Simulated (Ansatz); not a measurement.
## Ligand exchange: GaH2Cl + CH8OSi2 → GaH2(OH) + CH7ClSi2

Species: GaH2Cl `[Cl][GaH2]`, singlet; CH8OSi2 `C[SiH2][SiH2]O`, singlet; GaH2(OH), singlet; CH7ClSi2 `C[SiH2][SiH2]Cl`, singlet. The partners trade Cl for OH: Ga–Cl and Si–OH bonds give way to Ga–OH and Si–Cl.

Shapes, held fixed at every level: PBE0-D4/def2-TZVP. Flexible molecules stand in one conformer, not always the lowest. Programs: Ansatz 0.2.0. Electronic energies: no zero-point or thermal term.

| level | kind | ΔE (kJ/mol) | less CCSD(T)/def2-TZVPP |
| --- | --- | --- | --- |
| HF/def2-TZVPP | Hartree–Fock | +62.6 | +18.5 |
| PBE-D4/def2-TZVPP | GGA | +38.8 | -5.3 |
| r2SCAN-D4/def2-TZVPP | meta-GGA | +44.6 | +0.5 |
| B3LYP-D4/def2-TZVPP | global hybrid | +46.2 | +2.1 |
| PBE0-D4/def2-TZVPP | global hybrid | +45.0 | +0.9 |
| wB97M-V/def2-TZVPP | range-separated hybrid | +45.9 | +1.8 |
| wB97X-V/def2-TZVPP | range-separated hybrid | +44.9 | +0.8 |
| CCSD(T)/def2-TZVPP | coupled cluster or CI | +44.1 | 0.0 |

The highest level, CCSD(T)/def2-TZVPP, gives ΔE = +44.1 kJ/mol; the levels span +38.8 to +62.6. The column of differences is taken from that level and isn't an error. No measured value is set beside it here. Relativity is left out for Ga. Outer-core shells of Ga are correlated, in sets that cover them unevenly.

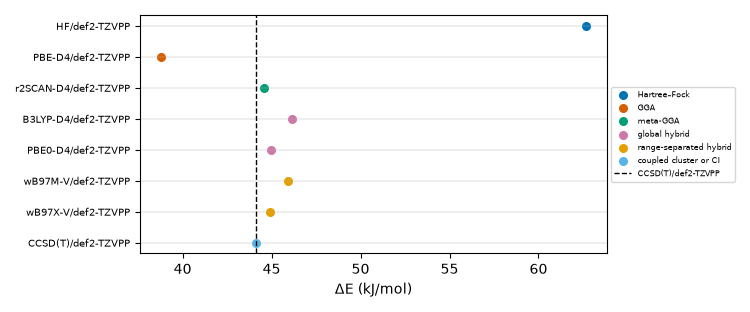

The values of the table, level by level.
